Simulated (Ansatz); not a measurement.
**C$_{3}$H$_{10}$N$_{2}$Si: nudged elastic band**

The run: nudged elastic band of C$_{3}$H$_{10}$N$_{2}$Si, SMILES NC1CCN1[SiH3]. Method and program: RHF/def2-SVP (Ansatz 0.2.0).

One setting was made poor on purpose. It belongs to a series of runs on one base structure; here: band between the two ends. Figures and captions count atoms from 1; the log counts them from 0 in places.

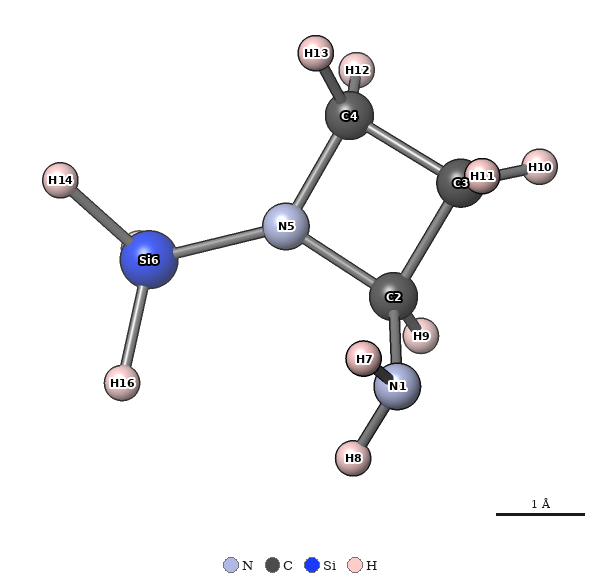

Fig. 1: The structure as given in the input (ball-and-stick view, seen at a tilt; atoms are numbered from 1 in the order of the input).

**Results in brief**

- outcome: converged
- barrier, forward: 0.056 eV
- barrier, backward: 0.010 eV
- hardware: 2 threads of Arm Neoverse V1, 24 GiB of memory available, shared host
- wall time: 57 s (CPU time 1.9 min)
- peak memory: 0.37 GiB

A deliberately poor setting: few images. The order of the saddle point was not checked.

**Input**
```yaml
crystal:
  periodic: [false, false, false]
  atoms:
    - { symbol: "N", position_ang: [-1.254607, -1.666587, 0.037617] }
    - { symbol: C, position_ang: [-0.122913, -0.909244, -0.382615] }
    - { symbol: C, position_ang: [1.205525, -1.202194, 0.334472] }
    - { symbol: C, position_ang: [1.356287, 0.315818, 0.532634] }
    - { symbol: "N", position_ang: [-0.00942, 0.494294, 0.047254] }
    - { symbol: Si, position_ang: [-0.868149, 1.916487, -0.413079] }
    - { symbol: H, position_ang: [-1.451792, -1.517384, 1.011301] }
    - { symbol: H, position_ang: [-2.080103, -1.438065, -0.485706] }
    - { symbol: H, position_ang: [-0.043408, -1.018505, -1.468916] }
    - { symbol: H, position_ang: [1.972944, -1.707522, -0.250255] }
    - { symbol: H, position_ang: [1.054496, -1.747996, 1.265736] }
    - { symbol: H, position_ang: [2.122536, 0.767739, -0.106372] }
    - { symbol: H, position_ang: [1.525719, 0.657596, 1.556695] }
    - { symbol: H, position_ang: [-0.795919, 2.920549, 0.675721] }
    - { symbol: H, position_ang: [-0.353088, 2.572119, -1.647983] }
    - { symbol: H, position_ang: [-2.28131, 1.540097, -0.662204] }
basis:
  gaussian: { orbitals: def2-SVP }
hamiltonian:
  xc: hf
neb:
  order_check: false
  images: 2
  f_tol: 0.05
  max_iterations: 60
  climbing: false
  final_atoms:
    - { symbol: "N", position_ang: [-1.3811497, -1.33273611, -0.26653554] }
    - { symbol: C, position_ang: [-0.07222902, -0.80908429, -0.51894619] }
    - { symbol: C, position_ang: [1.13242504, -1.19910926, 0.37697156] }
    - { symbol: C, position_ang: [1.29751576, 0.30263223, 0.67965546] }
    - { symbol: "N", position_ang: [0.09328327, 0.56930633, -0.09737574] }
    - { symbol: Si, position_ang: [-0.88612499, 1.96531125, -0.36121546] }
    - { symbol: H, position_ang: [-1.58512037, -1.38736239, 0.71557643] }
    - { symbol: H, position_ang: [-1.52265975, -2.23605334, -0.6804131] }
    - { symbol: H, position_ang: [0.13072406, -0.95928067, -1.58493078] }
    - { symbol: H, position_ang: [1.96869909, -1.68398561, -0.12655977] }
    - { symbol: H, position_ang: [0.84461241, -1.79800691, 1.24208824] }
    - { symbol: H, position_ang: [2.20511035, 0.74980743, 0.26369659] }
    - { symbol: H, position_ang: [1.23914379, 0.5799293, 1.73600461] }
    - { symbol: H, position_ang: [-0.03299316, 3.15882479, -0.12867819] }
    - { symbol: H, position_ang: [-1.39736886, 1.97921511, -1.75295964] }
    - { symbol: H, position_ang: [-2.05706992, 2.07779415, 0.54792151] }
  initial_path:
    images:
      - { positions_ang: [[-1.254607, -1.666587, 0.037617], [-0.122913, -0.909244, -0.382615], [1.205525, -1.202194, 0.334472], [1.356287, 0.315818, 0.532634], [-0.00942, 0.494294, 0.047254], [-0.868149, 1.916487, -0.413079], [-1.451792, -1.517384, 1.011301], [-2.080103, -1.438065, -0.485706], [-0.043408, -1.018505, -1.468916], [1.972944, -1.707522, -0.250255], [1.054496, -1.747996, 1.265736], [2.122536, 0.767739, -0.106372], [1.525719, 0.657596, 1.556695], [-0.795919, 2.920549, 0.675721], [-0.353088, 2.572119, -1.647983], [-2.28131, 1.540097, -0.662204]] }
      - { positions_ang: [[-1.24867142, -1.64336987, 0.04134701], [-0.16640099, -0.8241837, -0.41502002], [1.09073864, -1.18115667, 0.35836417], [1.35650304, 0.34031142, 0.50809467], [-0.11489847, 0.50597893, 0.16670337], [-0.85409725, 1.95512021, -0.38055642], [-1.23131816, -1.80967339, 1.00406984], [-2.01024277, -1.65841339, -0.63081628], [-0.03086778, -0.83910564, -1.47269469], [1.8861891, -1.71586959, -0.17464627], [0.94139044, -1.68932398, 1.33697267], [2.01793485, 0.76220775, -0.20689241], [1.56070069, 0.69808099, 1.49603307], [-0.67100144, 3.01650669, 0.63895602], [-0.25736779, 2.3542699, -1.65655541], [-2.2917927, 1.70582232, -0.56905934]] }
      - { positions_ang: [[-1.29085232, -1.53208624, -0.06003717], [-0.14950633, -0.79079713, -0.46046375], [1.06637199, -1.18012842, 0.37253069], [1.33691263, 0.33591616, 0.55710183], [-0.08066405, 0.53098304, 0.11849346], [-0.86008925, 1.97139496, -0.36326857], [-1.27576095, -1.76633285, 0.90549498], [-1.82442835, -1.9244095, -0.69571865], [0.02717624, -0.81936419, -1.51136628], [1.88477413, -1.70802413, -0.13341452], [0.87142925, -1.70599429, 1.32909008], [2.04545964, 0.75623056, -0.08353621], [1.46517562, 0.67219209, 1.55580294], [-0.41669283, 3.09593195, 0.37082296], [-0.60546141, 2.15663527, -1.69154762], [-2.21704601, 1.88505471, -0.16568417]] }
      - { positions_ang: [[-1.3811497, -1.33273611, -0.26653554], [-0.07222902, -0.80908429, -0.51894619], [1.13242504, -1.19910926, 0.37697156], [1.29751576, 0.30263223, 0.67965546], [0.09328327, 0.56930633, -0.09737574], [-0.88612499, 1.96531125, -0.36121546], [-1.58512037, -1.38736239, 0.71557643], [-1.52265975, -2.23605334, -0.6804131], [0.13072406, -0.95928067, -1.58493078], [1.96869909, -1.68398561, -0.12655977], [0.84461241, -1.79800691, 1.24208824], [2.20511035, 0.74980743, 0.26369659], [1.23914379, 0.5799293, 1.73600461], [-0.03299316, 3.15882479, -0.12867819], [-1.39736886, 1.97921511, -1.75295964], [-2.05706992, 2.07779415, 0.54792151]] }
```

Command:
```bash
ansatz run input.yaml --threads 2 --pin off --max-ram 3072MiB --backend cpu --events-out ev --progress --plain --runs-dir out
```

**What the program printed**
```
Engine: ansatz 0.2.0, aarch64-unknown-linux-gnu
Functional definition: HF
  exchange = exact_x
  correlation = 0
1549 factors; integrals over basis functions are off by at most 5.1e-4 eV
mean field evaluation 1: about -14063.7784 eV, gradient 3.7e1 eV
mean field evaluation 2: about -14063.9543 eV, gradient 3.7e1 eV
mean field evaluation 4: about -14067.5913 eV, gradient 4.5e0 eV
mean field evaluation 8: about -14067.6525 eV, gradient 2.6e-1 eV
mean field -14067.65278295 eV, -516.9767043759 hartree, gradient 1.9e-5 eV, S^2 0.000000; 0 other end points of the search recorded, 0 dependent functions left out
the calculation of the forces begins
reference -14067.65278295 eV, -516.9767043759 hartree; 28, 28 occupied and 110, 110 virtual orbitals, 1549 factors
1549 factors; integrals over basis functions are off by at most 6.8e-4 eV
mean field evaluation 16: about -14066.9955 eV, gradient 1.6e1 eV
mean field -14067.60767482 eV, -516.9750466827 hartree, gradient 2.0e-5 eV, S^2 0.000000; 0 other end points of the search recorded, 0 dependent functions left out
[... from here on the field's lines of each further geometry are left out, up to the last ...]
NEB iter   1: max|band force component| = 4.307e0 eV/Å  barrier→ = 1.2420 eV  barrier← = 1.1969 eV  Δτ_max = 0.1995 Å  (142 SCF iters)
NEB iter   2: max|band force component| = 1.822e0 eV/Å  barrier→ = 0.3865 eV  barrier← = 0.3414 eV  Δτ_max = 0.1955 Å  (62 SCF iters)
NEB iter   3: max|band force component| = 9.660e-1 eV/Å  barrier→ = 0.1453 eV  barrier← = 0.1002 eV  Δτ_max = 0.1610 Å  (61 SCF iters)
NEB iter   4: max|band force component| = 5.148e-1 eV/Å  barrier→ = 0.0962 eV  barrier← = 0.0511 eV  Δτ_max = 0.1775 Å  (62 SCF iters)
NEB iter   5: max|band force component| = 3.868e-1 eV/Å  barrier→ = 0.0854 eV  barrier← = 0.0403 eV  Δτ_max = 0.0645 Å  (62 SCF iters)
NEB iter   6: max|band force component| = 2.218e-1 eV/Å  barrier→ = 0.0637 eV  barrier← = 0.0186 eV  Δτ_max = 0.0272 Å  (63 SCF iters)
NEB iter   7: max|band force component| = 1.002e-1 eV/Å  barrier→ = 0.0579 eV  barrier← = 0.0128 eV  Δτ_max = 0.0263 Å  (64 SCF iters)
NEB iter   8: max|band force component| = 7.135e-2 eV/Å  barrier→ = 0.0564 eV  barrier← = 0.0113 eV  Δτ_max = 0.0416 Å  (63 SCF iters)
the calculation of the forces begins
reference -14067.63465407 eV, -516.9760381518 hartree; 28, 28 occupied and 110, 110 virtual orbitals, 1549 factors
1549 factors; integrals over basis functions are off by at most 6.9e-4 eV
mean field evaluation 192: about -14067.5973 eV, gradient 1.4e-5 eV
mean field -14067.59730499 eV, -516.9746655985 hartree, gradient 2.0e-5 eV, S^2 0.000000; 1 other end points of the search recorded, 0 dependent functions left out
the calculation of the forces begins
reference -14067.59730499 eV, -516.9746655985 hartree; 28, 28 occupied and 110, 110 virtual orbitals, 1549 factors
NEB iter   9: max|band force component| = 3.945e-2 eV/Å  barrier→ = 0.0555 eV  barrier← = 0.0104 eV  Δτ_max = 0.0000 Å  (130 SCF iters)
```

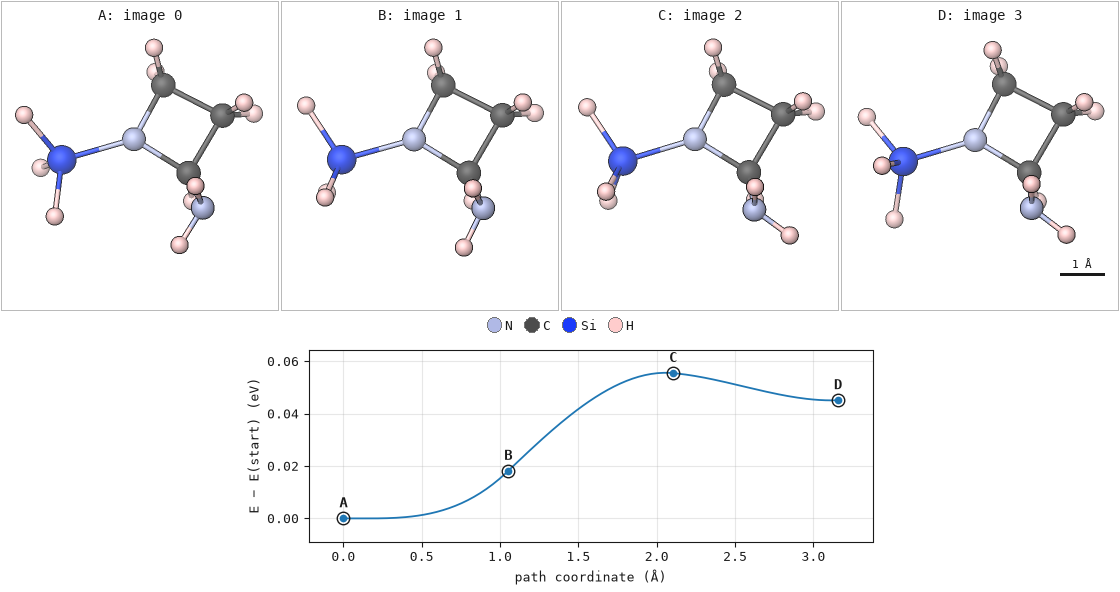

Fig. 2: Images of the last band (counted from 0; ball-and-stick, seen at a tilt) above the energy along the path; the line is a cubic interpolation that uses the forces. The highest image is number 2, 0.055 eV above the start and 0.010 eV above the end; the end lies 0.045 eV above the start. The path is 3.16 Å long. The band converged in 9 iterations.

```
Total energy: -14067.59730499 eV, -516.9746655985 hartree
Atom 0 at    -1.405045    -1.396002    -0.176619 Å, force     0.001227    -0.004866    -0.003897 eV/Å
Atom 1 at    -0.125526    -0.820890    -0.453271 Å, force    -0.011872    -0.005536    -0.014031 eV/Å
Atom 2 at     1.133398    -1.190032     0.369936 Å, force    -0.011020     0.005142     0.005051 eV/Å
Atom 3 at     1.324108     0.320713     0.597460 Å, force     0.003034     0.003327     0.000402 eV/Å
Atom 4 at     0.010886     0.550255     0.004486 Å, force     0.002683    -0.015895     0.004622 eV/Å
Atom 5 at    -0.884947     1.978899    -0.369446 Å, force     0.004846     0.003861     0.002076 eV/Å
Atom 6 at    -1.587377    -1.454321     0.809326 Å, force     0.001153     0.003745    -0.003706 eV/Å
Atom 7 at    -1.517199    -2.304838    -0.587172 Å, force     0.003895     0.001245     0.000557 eV/Å
Atom 8 at     0.048838    -0.932535    -1.530445 Å, force    -0.003036     0.000967    -0.001380 eV/Å
Atom 9 at     1.929286    -1.716826    -0.156757 Å, force     0.001471     0.006920     0.002825 eV/Å
Atom 10 at     0.886917    -1.735450     1.281884 Å, force     0.002322     0.002681     0.002677 eV/Å
Atom 11 at     2.155133     0.748116     0.027438 Å, force     0.004451     0.003699     0.001374 eV/Å
Atom 12 at     1.422630     0.646359     1.635447 Å, force     0.003941    -0.003474     0.003775 eV/Å
Atom 13 at    -0.215323     3.096763     0.339862 Å, force     0.004943     0.000188    -0.001773 eV/Å
Atom 14 at    -0.904380     2.287763    -1.824886 Å, force    -0.004817    -0.004927    -0.004311 eV/Å
Atom 15 at    -2.294600     1.899226     0.077057 Å, force    -0.003221     0.002922     0.005737 eV/Å
Dipole moment:     0.263566    -0.434450     0.128364 e Å
this run last wrote the band of iteration 9 to [file]
```

**The last band as extended XYZ (Å, eV, eV/Å)**
```
16
Properties=species:S:1:pos:R:3:forces:R:3 image=0 energy=-14067.65278
N    -1.2546   -1.6666    0.0376   -0.0006  -0.0020  -0.0010
C    -0.1229   -0.9092   -0.3826   -0.0005  -0.0002   0.0036
C     1.2055   -1.2022    0.3345    0.0014   0.0006   0.0012
C     1.3563    0.3158    0.5326    0.0025   0.0008  -0.0006
N    -0.0094    0.4943    0.0473   -0.0013   0.0005  -0.0017
Si   -0.8681    1.9165   -0.4131    0.0012  -0.0005   0.0011
H    -1.4518   -1.5174    1.0113    0.0004   0.0005  -0.0006
H    -2.0801   -1.4381   -0.4857   -0.0022   0.0007  -0.0004
H    -0.0434   -1.0185   -1.4689   -0.0012  -0.0003  -0.0005
H     1.9729   -1.7075   -0.2503    0.0003   0.0013   0.0003
H     1.0545   -1.7480    1.2657   -0.0006  -0.0005  -0.0009
H     2.1225    0.7677   -0.1064    0.0001   0.0012  -0.0002
H     1.5257    0.6576    1.5567    0.0004  -0.0010   0.0007
H    -0.7959    2.9205    0.6757   -0.0002  -0.0005  -0.0006
H    -0.3531    2.5721   -1.6480   -0.0001  -0.0002   0.0000
H    -2.2813    1.5401   -0.6622    0.0003  -0.0003  -0.0005
16
Properties=species:S:1:pos:R:3:forces:R:3 image=1 energy=-14067.63465
N    -1.2164   -1.6995   -0.0818    0.0405   0.0139   0.0136
C    -0.0791   -0.9041   -0.4092   -0.0226  -0.0277  -0.0103
C     1.2058   -1.1859    0.3836    0.0165   0.0011   0.0163
C     1.3255    0.3319    0.5996   -0.0216  -0.0045  -0.0127
N    -0.0217    0.4913    0.0532    0.0069  -0.0047   0.0027
Si   -0.8915    1.9126   -0.3936   -0.0027  -0.0093   0.0057
H    -1.5283   -1.5303    0.8576   -0.0027  -0.0165  -0.0002
H    -1.9869   -1.5594   -0.7072   -0.0500   0.0638  -0.0105
H     0.0725   -0.9848   -1.4909    0.0056  -0.0104   0.0035
H     2.0130   -1.6843   -0.1515    0.0080   0.0060  -0.0019
H     0.9963   -1.7352    1.3013    0.0151   0.0013   0.0025
H     2.1121    0.7988   -0.0017    0.0054   0.0066  -0.0023
H     1.4422    0.6684    1.6319    0.0079   0.0025   0.0065
H    -0.3571    3.0381    0.4088   -0.0068  -0.0075   0.0065
H    -0.7682    2.2670   -1.8353    0.0075  -0.0006  -0.0054
H    -2.3415    1.7525   -0.1205   -0.0070  -0.0139  -0.0140
16
Properties=species:S:1:pos:R:3:forces:R:3 image=2 energy=-14067.59730
N    -1.4050   -1.3960   -0.1766    0.0012  -0.0049  -0.0039
C    -0.1255   -0.8209   -0.4533   -0.0119  -0.0055  -0.0140
C     1.1334   -1.1900    0.3699   -0.0110   0.0051   0.0051
C     1.3241    0.3207    0.5975    0.0030   0.0033   0.0004
N     0.0109    0.5503    0.0045    0.0027  -0.0159   0.0046
Si   -0.8849    1.9789   -0.3694    0.0048   0.0039   0.0021
H    -1.5874   -1.4543    0.8093    0.0012   0.0037  -0.0037
H    -1.5172   -2.3048   -0.5872    0.0039   0.0012   0.0006
H     0.0488   -0.9325   -1.5304   -0.0030   0.0010  -0.0014
H     1.9293   -1.7168   -0.1568    0.0015   0.0069   0.0028
H     0.8869   -1.7354    1.2819    0.0023   0.0027   0.0027
H     2.1551    0.7481    0.0274    0.0045   0.0037   0.0014
H     1.4226    0.6464    1.6354    0.0039  -0.0035   0.0038
H    -0.2153    3.0968    0.3399    0.0049   0.0002  -0.0018
H    -0.9044    2.2878   -1.8249   -0.0048  -0.0049  -0.0043
H    -2.2946    1.8992    0.0771   -0.0032   0.0029   0.0057
16
Properties=species:S:1:pos:R:3:forces:R:3 image=3 energy=-14067.60767
N    -1.3812   -1.3327   -0.2665   -0.0047  -0.0033   0.0050
C    -0.0722   -0.8091   -0.5189    0.0144   0.0074  -0.0038
C     1.1324   -1.1991    0.3770   -0.0063   0.0021   0.0017
C     1.2975    0.3026    0.6797   -0.0008  -0.0002  -0.0039
N     0.0933    0.5693   -0.0974    0.0011   0.0056   0.0056
Si   -0.8861    1.9653   -0.3612    0.0016   0.0001  -0.0091
H    -1.5851   -1.3874    0.7156   -0.0019  -0.0009  -0.0010
H    -1.5227   -2.2361   -0.6804    0.0000   0.0020  -0.0005
H     0.1307   -0.9593   -1.5849   -0.0035  -0.0030   0.0004
H     1.9687   -1.6840   -0.1266   -0.0014   0.0019   0.0005
H     0.8446   -1.7980    1.2421    0.0027   0.0011  -0.0029
H     2.2051    0.7498    0.2637   -0.0062  -0.0021   0.0043
H     1.2391    0.5799    1.7360   -0.0007  -0.0004  -0.0052
H    -0.0330    3.1588   -0.1287   -0.0067  -0.0078   0.0017
H    -1.3974    1.9792   -1.7530    0.0037  -0.0022   0.0094
H    -2.0571    2.0778    0.5479    0.0085  -0.0003  -0.0022
```
